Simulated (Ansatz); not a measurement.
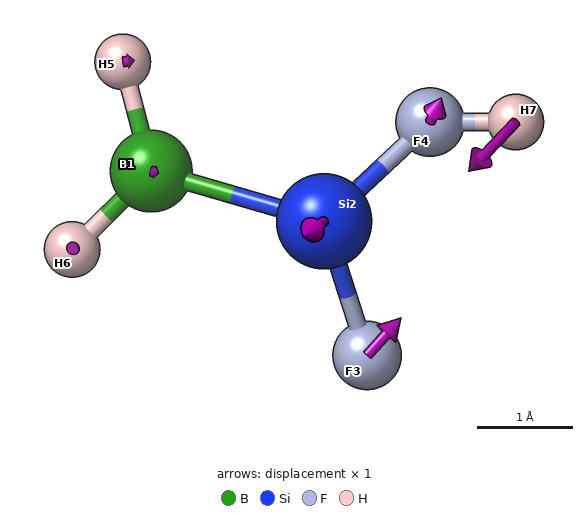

A relaxation of BSiH$_{3}$F$_{2}$. The starting structure is drawn; purple arrows show the displacements, at their true length. The two geometries are superimposed by the best rigid fit.

Style: ball-and-stick. Shown face on.

It is one of the separated reactants of a reaction.

Method: RKS PBE-D4/def2-SVP (Ansatz 0.2.0). Set-up: force threshold 0.03 eV/Å; at most 250 steps.

Question: Which element moves most?

Answer: Hydrogen: up to 0.84 Å, against 0.55 Å for fluorine.

Question: What happened in the run?

Answer: After 21 accepted moves (24 points after the start) the energy has fallen by 218.9 kJ/mol. Largest force component: 9.2 eV/Å at the start, 0.014 eV/Å at the end. The line search rejected the trial steps at points 6, 8, 22 of the run. The atom that moves furthest after the best rigid fit is H7 (0.84 Å). By element the largest moves are H 0.84 Å, F 0.55 Å, Si 0.53 Å, B 0.10 Å. Among the contacts that change: Si2–F4 1.594 → 2.203 Å, Si2–F3 1.594 → 1.728 Å, F4–H7 0.910 → 0.968 Å, B1–H5 1.194 → 1.221 Å. Bonds break, among them: Si2–F4 (1.59 → 2.20 Å). Bond angles that change, for instance: B1–Si2–F3 111.5° → 104.6°, Si2–B1–H6 120.9° → 118.9°. Groups turn about B1–Si2 by about 40°.
